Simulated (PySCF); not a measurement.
Cl$_{6}$Si$_{2}$, SMILES `Cl[Si](Cl)(Cl)[Si](Cl)(Cl)Cl`.

Level of theory: M06-2X/def2-SVPD (PySCF), at a geometry from GFN2-xTB. No frequency check shows the geometry to be a minimum. GFN2-xTB bond lengths at metals and heavier atoms can be off by up to 0.1 Å and shapes distorted, which carries into these values.

Cartesian coordinates (Å):

```
Cl1     -1.8816    1.8883    0.0034
Si2     -1.1697   -0.0002   -0.0000
Cl3     -1.8817   -0.9412   -1.6370
Cl4     -1.8817   -0.9470    1.6336
Si5      1.1697    0.0002   -0.0000
Cl6      1.8816   -1.8883    0.0034
Cl7      1.8817    0.9470    1.6336
Cl8      1.8817    0.9412   -1.6370
```

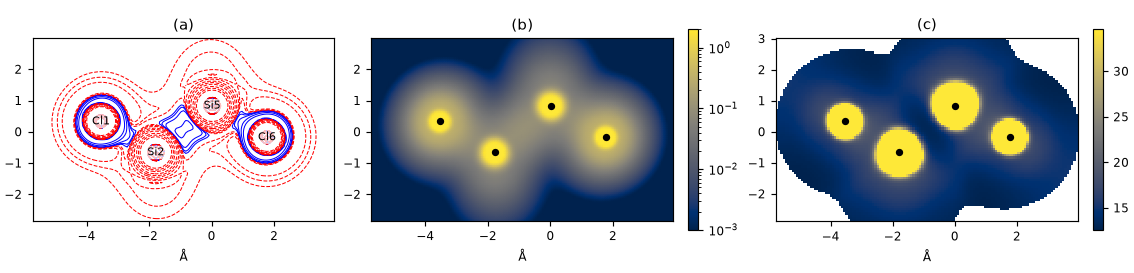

Three fields in the plane of Cl1, Si2, Si5 and Cl6. (a): solid blue lines positive, dashed red lines negative.

**The panels show, in some order, the electron density, negative Laplacian of the density (−∇²ρ) and average local ionisation energy. Which is which?**

(a) is the negative Laplacian of the density (−∇²ρ): shells alternate in sign around each nucleus and valence concentrations outline the bonding and non-bonding pairs. (b) is the electron density: it is positive everywhere and peaks at the nuclei. (c) is the average local ionisation energy: it is high near the heavier nuclei and lowest where loosely bound electrons reach out.
